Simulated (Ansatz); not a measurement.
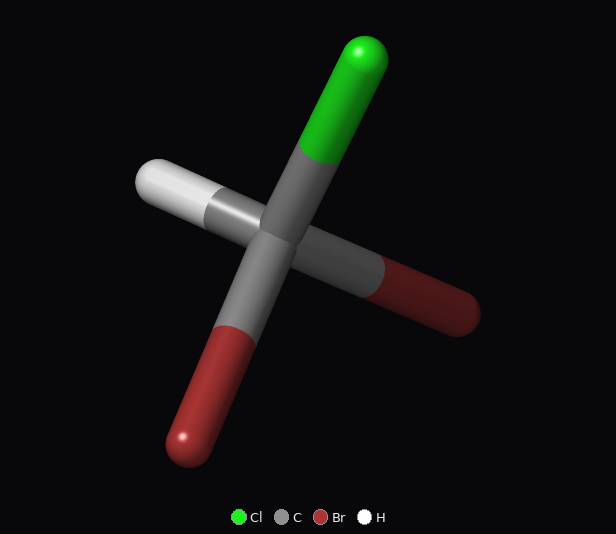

Every bond is drawn as one stick, whatever its order.

The computed structure is the end point of a PBE0-D4/def2-TZVP optimisation.

Description:

The molecule is CHBr2Cl. SMILES: `ClC(Br)Br`. Among its groups: C–Cl bond, C–Br bond. This geometry has Cs symmetry. Coordination: 1 C tetrahedral.

The parts below concern this one geometry. Atoms keep their numbers from picture to picture.

**Charges**

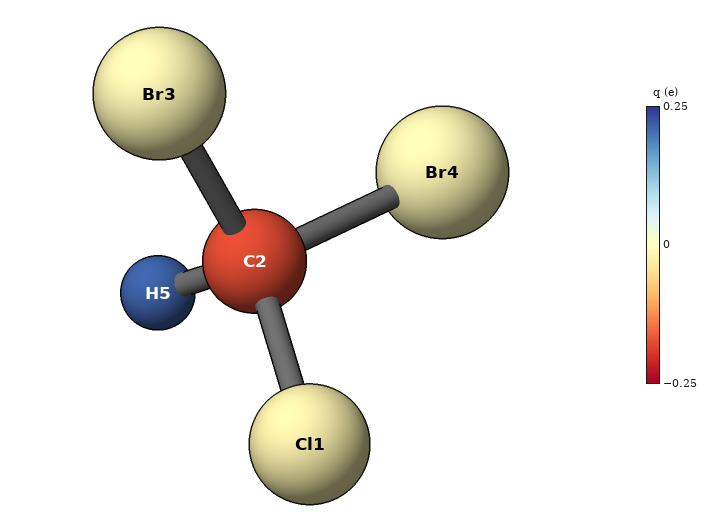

Atoms are coloured by their Mulliken charges. Level of theory: RKS ωB97M-V/def2-TZVPP (Ansatz 0.2.0).

Question: Which atom carries the highest charge (most positive or least negative)?

Answer: H5 (0.21 e).

Question: And the lowest?

Answer: C2 (−0.18 e).

List the Mulliken charges.

```
atom  value (e)
 Cl1      −0.02
  C2      −0.18
 Br3      −0.01
 Br4      −0.01
  H5       0.21
```

**Electronic properties**

Properties computed with RKS ωB97M-V/def2-TZVPP (Ansatz 0.2.0).

Question: What is the LUMO energy (Kohn–Sham orbital)?

Answer: 0.57 eV.

Question: Estimate the dipole moment.

Answer: 0.96 D.

Question: Give the HOMO energy (Kohn–Sham orbital) at this level.

Answer: −10.46 eV.

**Thermal motion**

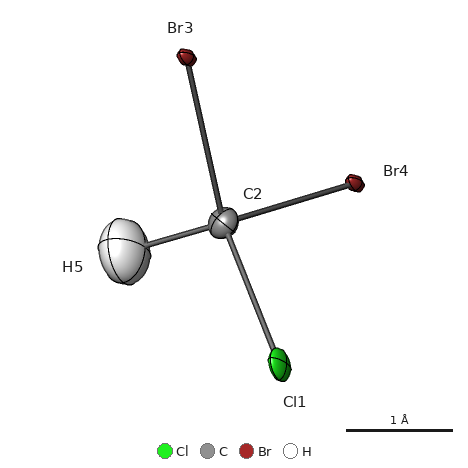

Displacement ellipsoids at the 50 % level, enlarged 1.5 times, from the internal vibrations of the free molecule (harmonic, no overall translation or rotation; no half-axis is drawn under 0.075 Å). Vibrations computed with RKS PBE0-D4/def2-TZVP (Ansatz 0.2.0). Temperature: 600 K.

Give the displacement parameters, one line for each set of equivalent atoms.

```json
{"atom": "Cl1", "U_eq (Å²)": "0.0035", "rms amplitudes (Å)": "0.009, 0.068, 0.075"}
{"atom": "C2", "U_eq (Å²)": "0.0039", "rms amplitudes (Å)": "0.054, 0.066, 0.067"}
{"atom": "Br3, Br4", "U_eq (Å²)": "0.0013", "rms amplitudes (Å)": "0.004, 0.032, 0.054"}
{"atom": "H5", "U_eq (Å²)": "0.0154", "rms amplitudes (Å)": "0.097, 0.134, 0.138"}
```

Mulliken values depend strongly on the basis set and can even reverse the polarity of a bond.
